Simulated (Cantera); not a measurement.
Input: 1 mol C₃H₆, 6.7 mol H₂, held at 1.00 bar.

Equilibrium computed with Cantera from the NASA thermochemical tables; the gas is ideal and each condensed phase is pure. Candidate condensed phases: C, C₆H₆, C₇H₈, C₈H₁₈; 76 gas species. The numbers say what is thermodynamically allowed, not how fast it happens.

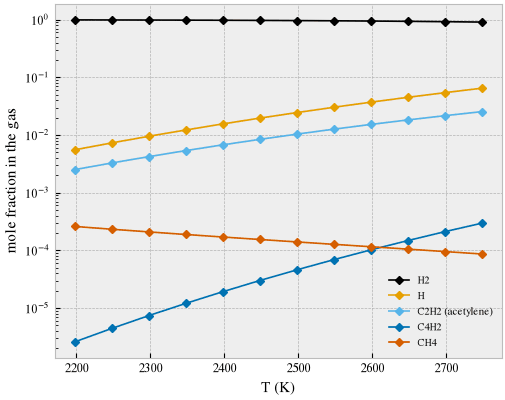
Figure. Equilibrium gas composition (values under 1e-9 drawn at 1e-9)

From 2198 K to 2748 K the condensed part is C(graphite). The main C-bearing gas is C₂H₂ (acetylene) throughout. The share of C in condensed phases is highest at 2198 K (98.3 %) and lowest at 2748 K (82.3 %).
